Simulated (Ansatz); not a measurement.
# Calculations on Si2NH5F and related structures

### Relaxation

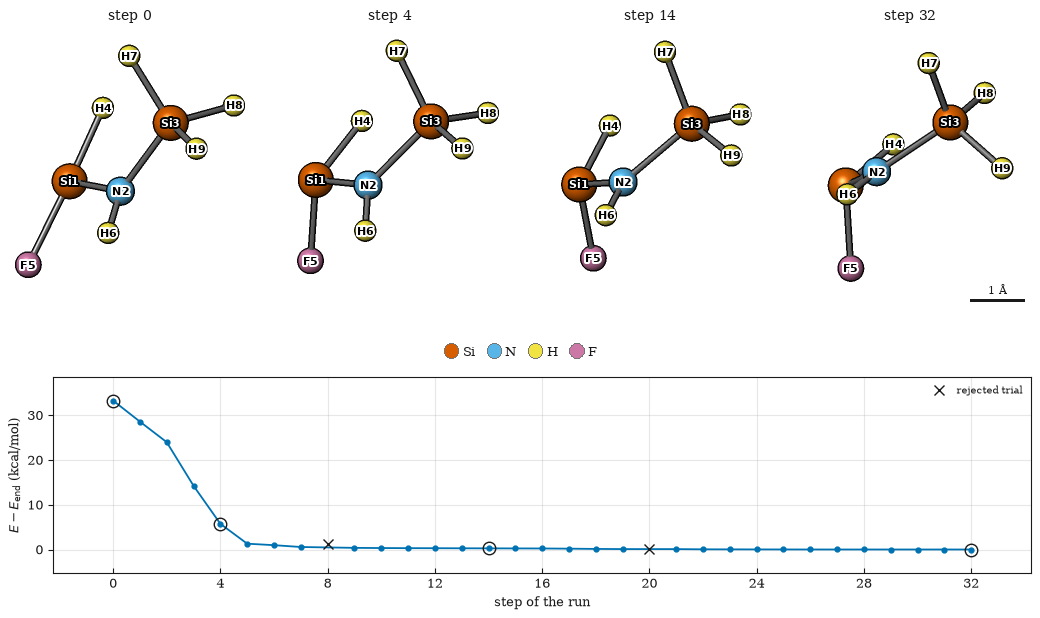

Frames of a relaxation of Si₂NH₅F (multiplicity 2), marked on the history of the run. The picture is a ball-and-stick view, seen from a free direction.

It is one of the separated products of a reaction.

All numbers below come from Ansatz 0.2.0, UKS PBE0-D4/def2-TZVP. (force threshold 0.005 eV/Å; at most 200 steps)

> What happens along the run?

The energy falls by 33.3 kcal/mol in 30 accepted moves (32 points after the start). The largest force component goes from 2.2 to 0.0044 eV/Å. The line search rejected the trial steps at points 8, 20 of the run. The atom that moves furthest after the best rigid fit is H6 (1.13 Å). Largest moves by element: H 1.13 Å, F 0.93 Å, N 0.64 Å, Si 0.16 Å. Some distances before and after: Si1–F5 1.749 → 1.607 Å, Si1–H4 1.553 → 1.490 Å, Si1–N2 1.734 → 1.712 Å, Si3–H8 1.488 → 1.482 Å. Bond angles that change, for instance: H4–Si1–F5 171.6° → 107.7°, N2–Si1–F5 93.3° → 111.2°, N2–Si1–H4 94.6° → 107.2°. Groups turn about N2–Si3 by about 60°. The run took about 50 s of wall time on a shared GPU. From step 0 to 4: F5 moves most (0.66 Å), energy −27.5 kcal/mol. From step 4 to 14: H6 moves most (0.52 Å), energy −5.48 kcal/mol. From step 14 to 32: H7 moves most (0.61 Å), energy −0.26 kcal/mol.

| step | E − E(0), kcal/mol | largest force component, eV/Å | note |
| --- | --- | --- | --- |
| 0 | 0.00 | 2.1984 |  |
| 1 | -4.70 | 1.8090 |  |
| 2 | -9.30 | 2.3822 |  |
| 3 | -19.04 | 1.7651 |  |
| 4 | -27.54 | 1.0576 |  |
| 5 | -31.98 | 0.5573 |  |
| 6 | -32.31 | 0.3610 |  |
| 7 | -32.72 | 0.0901 |  |
| 8 | -32.08 | 0.4504 | rejected |
| 9 | -32.91 | 0.0472 |  |
| 10 | -32.95 | 0.0783 |  |
| 11 | -32.98 | 0.0493 |  |
| 12 | -32.99 | 0.0158 |  |
| 13 | -33.01 | 0.0320 |  |
| 15 | -33.04 | 0.0557 |  |
| 16 | -33.05 | 0.1510 |  |
| 17 | -33.09 | 0.0806 |  |
| 18 | -33.15 | 0.0179 |  |
| 19 | -33.18 | 0.0614 |  |
| 20 | -33.16 | 0.1429 | rejected |
| 22 | -33.24 | 0.0522 |  |
| 23 | -33.25 | 0.0504 |  |
| 24 | -33.26 | 0.0601 |  |
| 25 | -33.27 | 0.0537 |  |
| 26 | -33.27 | 0.0427 |  |
| 27 | -33.28 | 0.0187 |  |
| 29 | -33.28 | 0.0085 |  |
| 30 | -33.28 | 0.0051 |  |
| 31 | -33.28 | 0.0029 |  |
| 32 | -33.28 | 0.0044 |  |

### Relaxation

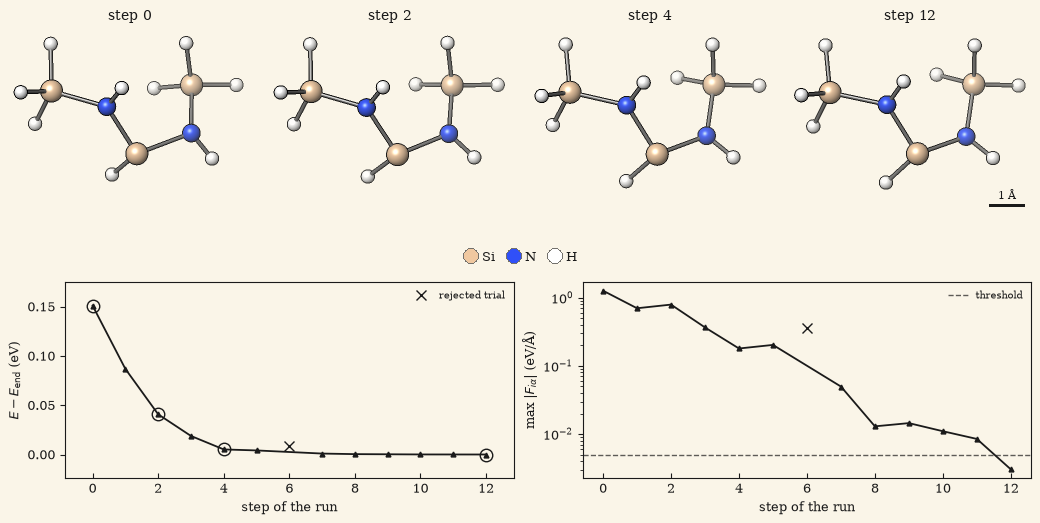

Frames of a relaxation of Si₃N₂H₉ (multiplicity 2), marked on the history of the run. Style: ball-and-stick. Shown from a free direction.

It is one of the separated reactants of a reaction.

All numbers below come from Ansatz, UKS PBE0-D4/def2-TZVP.

The input:
```yaml
crystal:
  periodic: [false, false, false]
  atoms:
    - {symbol: Si, position_ang: [0.329016, -0.828228, 1.269861]}
    - {symbol: N, position_ang: [1.637151, 0.077060, 0.467282]}
    - {symbol: Si, position_ang: [1.659910, 0.045819, -1.307228]}
    - {symbol: N, position_ang: [-1.105708, -0.381796, 0.460424]}
    - {symbol: Si, position_ang: [-2.368290, -1.404773, -0.146654]}
    - {symbol: H, position_ang: [0.522945, -2.297998, 1.078696]}
    - {symbol: H, position_ang: [2.547318, -0.122836, 0.871910]}
    - {symbol: H, position_ang: [3.043577, 0.381674, -1.726344]}
    - {symbol: H, position_ang: [0.702451, 1.053721, -1.809860]}
    - {symbol: H, position_ang: [1.294616, -1.301499, -1.813247]}
    - {symbol: H, position_ang: [-1.310806, 0.618251, 0.459499]}
    - {symbol: H, position_ang: [-3.643191, -1.198227, 0.588169]}
    - {symbol: H, position_ang: [-1.916442, -2.808155, 0.023459]}
    - {symbol: H, position_ang: [-2.613041, -1.132413, -1.587718]}
basis:
  gaussian: {orbitals: def2-TZVP}
magnetization: {spin_polarized: true, initial_magnetization: 1}
hamiltonian: {xc: pbe0, dispersion: d4}
relax: {f_tol: 0.005, max_steps: 200}
```

Launched with:
```bash
ansatz run in.yaml --threads 4 --pin off --events-out ev --progress --plain --max-ram 66560MiB --backend cuda --devices 0, --max-vram 37GiB
```

**Describe the path.**

The atom that moves furthest after the best rigid fit is H6 (0.47 Å). By element the largest moves are H 0.47 Å, N 0.34 Å, Si 0.07 Å. Among the contacts that change: Si1–N2 1.782 → 1.726 Å, N2–Si3 1.775 → 1.732 Å, Si1–N4 1.707 → 1.727 Å, N2–H7 1.016 → 1.009 Å. Among the angles between lasting bonds that change: Si1–N2–Si3 116.8° → 125.5°, Si1–N2–H7 112.2° → 117.8°, Si3–N2–H7 112.5° → 116.6°. Over 11 accepted moves (12 points after the start) the energy falls by 0.151 eV. Largest force component: 1.3 eV/Å at the start, 0.003 eV/Å at the end. The line search rejected the trial step at point 6 of the run. The run took about 40 s of wall time on a shared GPU. From step 0 to 2: H6 moves most (0.16 Å), energy −0.110 eV. From step 2 to 4: H6 moves most (0.25 Å), energy −0.036 eV. From step 4 to 12: H10 moves most (0.11 Å), energy −0.005 eV.

### Reaction

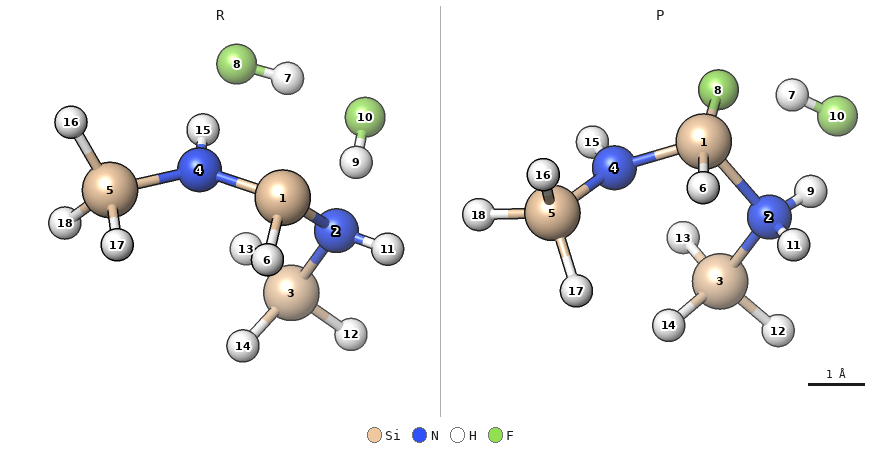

Reactant (R) and product (P) of one elementary step of Si₃N₂H₁₁F₂ (multiplicity 2). Style: ball-and-stick. Shown at a tilt.

Stationary points at PBE0-D4/def2-TZVP, single-point energies with PBE-QIDH, B97M-V, wB97M-V, BLYP-D4 (def2-TZVPP where no basis is named; Ansatz 0.2.0). The energies are electronic, without zero-point or thermal terms, and both ends are the minima reached downhill from the saddle, with any fragments still in contact.

R:
```xyz
18

Si    0.3311   -0.8253    1.2712
N     1.6356    0.0873    0.4709
Si    1.6626    0.0548   -1.3035
N    -1.1044   -0.3881    0.4582
Si   -2.3594   -1.4191   -0.1509
H     0.5343   -2.2940    1.0817
H    -0.2926    2.6827    0.7504
F    -1.2101    2.5460    0.5436
H     1.4288    1.5604    0.8350
F     1.2315    2.5202    1.0383
H     2.5460   -0.1068    0.8777
H     3.0451    0.3987   -1.7198
H     0.7002    1.0566   -1.8091
H     1.3065   -1.2951   -1.8093
H    -1.3155    0.6107    0.4561
H    -3.6372   -1.2197    0.5809
H    -1.8995   -2.8196    0.0213
H    -2.6026   -1.1493   -1.5927
```

P:
```xyz
18

Si   -0.3852    0.1721    1.3249
N     1.4081    0.2300    0.5400
Si    1.3856    0.1269   -1.2685
N    -1.4481   -0.1513   -0.0060
Si   -2.1252   -1.7117   -0.3352
H    -0.1499   -1.3248    1.6626
H     0.8444    2.7741    1.1168
F    -0.4364    1.9027    1.0767
H     1.8795    1.0986    0.8161
F     1.7696    2.9923    1.0501
H     1.9282   -0.5488    0.9354
H     2.7970    0.2860   -1.6990
H     0.5642    1.2400   -1.7752
H     0.8892   -1.2125   -1.6354
H    -1.9085    0.6429   -0.4269
H    -2.7861   -2.3219    0.8487
H    -1.0849   -2.6601   -0.8160
H    -3.1411   -1.5343   -1.4090
```

What is the transition state like, and how high is the barrier?

Counted by bonded pieces, R holds HF + HF + Si₃H₉N₂ and P holds HF + Si₃H₁₀N₂F. From R over the saddle to P, bonds form: Si1–F8 (3.78 → 2.42 → 1.75 Å), N2–H9 (1.53 → 1.19 → 1.03 Å), H7–F10 (1.56 → 1.27 → 0.95 Å). Bonds break: H7–F8 (0.95 → 1.04 → 1.55 Å), H9–F10 (1.00 → 1.24 → 1.91 Å). The saddle has one imaginary mode, 324i cm⁻¹. With PBE-QIDH the barrier is 7.2 kcal/mol from R and 14.4 kcal/mol from P, and P lies 7.1 kcal/mol below R.

| level | barrier from R (kcal/mol) | barrier from P (kcal/mol) | P less R (kcal/mol) |
| --- | --- | --- | --- |
| PBE-QIDH | 7.2 | 14.4 | −7.1 |
| B97M-V | 6.9 | 17.7 | −10.8 |
| wB97M-V | 5.7 | 15.3 | −9.5 |
| BLYP-D4 | 4.7 | 9.1 | −4.4 |

Saddle geometry:

```xyz
18

Si   -0.0105   -0.2423    1.3915
N     1.4775    0.3135    0.4505
Si    1.3721    0.0556   -1.3230
N    -1.3413   -0.2454    0.3133
Si   -2.2028   -1.5820   -0.3747
H     0.3215   -1.6947    1.5951
H     0.3764    2.5342    1.1636
F    -0.5509    2.1157    1.3611
H     1.6389    1.4766    0.6291
F     1.5935    2.6997    0.8348
H     2.2969   -0.1540    0.8330
H     2.7400    0.2627   -1.8561
H     0.4289    1.0483   -1.8694
H     0.9304   -1.3323   -1.5930
H    -1.7414    0.6764    0.1850
H    -3.5931   -1.6684    0.1451
H    -1.4602   -2.8189   -0.0306
H    -2.2756   -1.4446   -1.8554
```

The saddle point in the same view, with dashed sticks for the bonds that form or break:

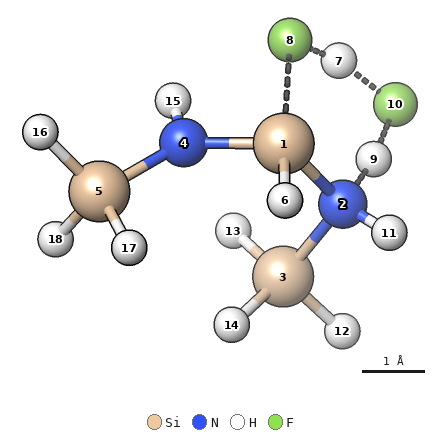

### Path

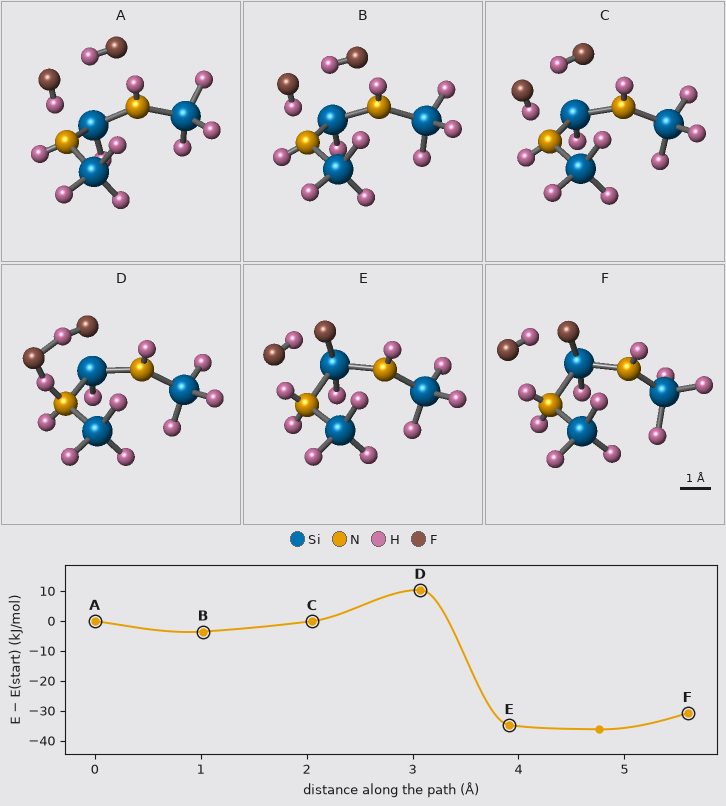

A nudged-elastic-band calculation for Si$_{3}$N$_{2}$H$_{11}$F$_{2}$ (multiplicity 2). Images are numbered from 0 (start) to 6 (end). Frames A to F are images 0, 1, 2, 3, 4, 6. The picture is a ball-and-stick view, seen from a free direction.

The calculation used UKS PBE0-D4/def2-SVP in Ansatz. Settings: 5 movable images; climbing image.

Question: Describe the mechanism and the energy profile.

Answer: Relative to the start the highest point is image 3 at +10.4 kJ/mol and the end lies at −30.8 kJ/mol, but the profile dips to −3.6 kJ/mol at image 1 on the way, so an end point isn't at the bottom of its valley along this path. Breaking: 2 F–H (0.95–1.00 → 1.55–1.91 Å). Forming: F–H (1.56 → 0.95 Å), H–N (1.53 → 1.03 Å), F–Si (3.78 → 1.75 Å). The band converged in 14 iterations. The largest component of the band force went from 3.2 to 0.049 eV/Å. The climbing image converged on the top of the path. Its curvatures weren't checked. The largest force component is 0.46 eV/Å at the start and 0.65 eV/Å at the end; an end with forces this large is no minimum, and the barrier measured from it can be far off.

The run took about 220 s of wall time on a shared GPU.
